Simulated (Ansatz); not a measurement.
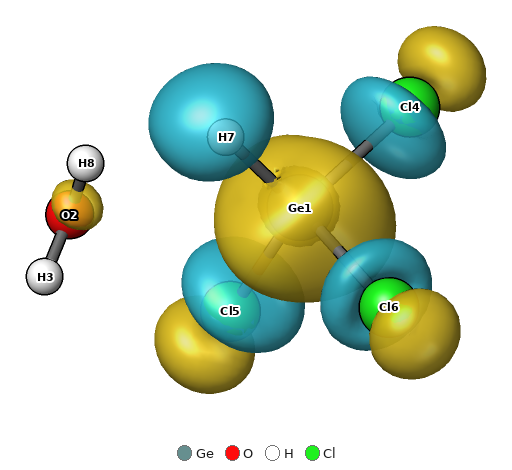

The picture shows: Cl3GeH···H2O. The LUMO at ±0.15 Å⁻³ᐟ² (yellow and cyan are the two phases), seen at a tilt.

Not at a stationary point (largest force 0.7 eV/Å).

Method: Ansatz, RKS PBE/def2-SVP.

```yaml
atoms:
  - { symbol: Ge, position_ang: [0.3769, -0.3526, -0.4822] }
  - { symbol: O, position_ang: [-0.1410, -0.0787, 2.4341] }
  - { symbol: H, position_ang: [-1.0384, -0.3112, 2.7383] }
  - { symbol: Cl, position_ang: [1.9835, 0.0481, -1.8812] }
  - { symbol: Cl, position_ang: [-0.6881, 1.5046, -0.2231] }
  - { symbol: Cl, position_ang: [-1.0173, -1.7325, -1.4146] }
  - { symbol: H, position_ang: [0.9706, -1.0363, 0.7684] }
  - { symbol: H, position_ang: [0.3610, -0.9260, 2.5293] }
```

> Where does this orbital lie, and at what energy?

Its weight (Hirshfeld) is mainly on Ge1 (about 30 %), Cl5 (about 20 %), Cl6 (about 15 %), Cl4 (about 15 %) and H7 (about 15 %). Its energy is −2.29 eV.
